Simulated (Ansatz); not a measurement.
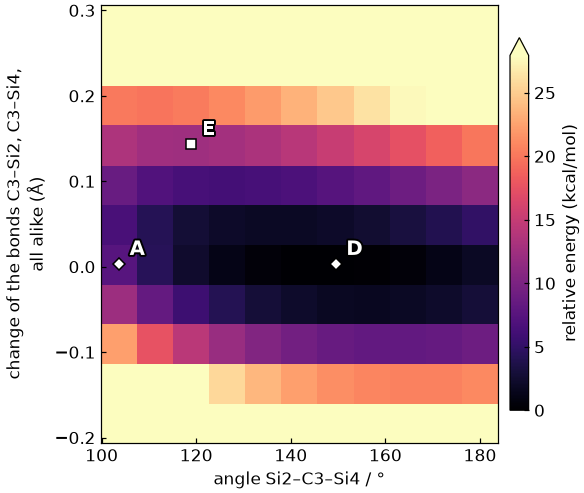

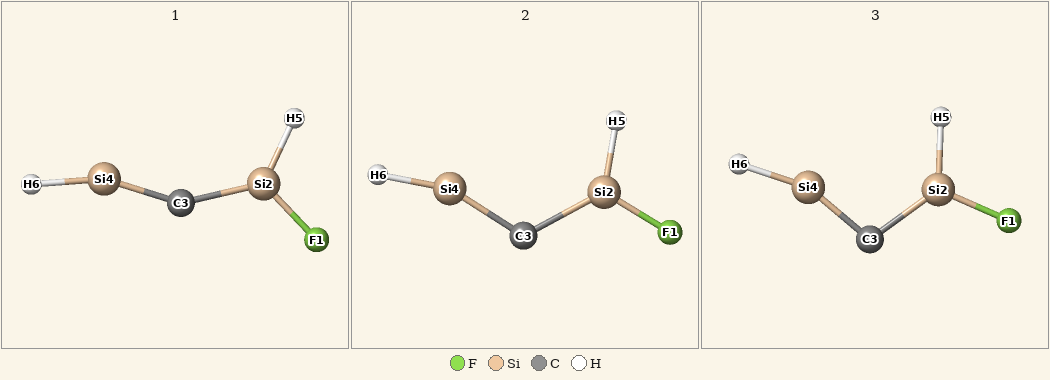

CH2FSi2, SMILES F[SiH+]C#[SiH], charge +1. 
- The first coordinate is: angle Si2–C3–Si4; the second: change of the bonds C3–Si2, C3–Si4, all alike.
- Nothing is relaxed (all other coordinates rigid).
- The scan uses an 11 × 11 grid.
- Points are written as (first, second).
- All energies are given in kcal/mol relative to the lowest grid point.
- Method: RKS PBE0-D4/def2-TZVP (Ansatz).

The picture shows one coloured cell a grid point, one colour for all values above the top of the scale, lettered points. The numbered pictures are the structures at these points, in random order.

### Which structure belongs to which point?

A is structure 3: (103.7°, 0.003 Å), 7.4 kcal/mol; D is structure 1: (149.5°, 0.003 Å), 0.0 kcal/mol; E is structure 2: (118.9°, 0.143 Å), 12.4 kcal/mol.
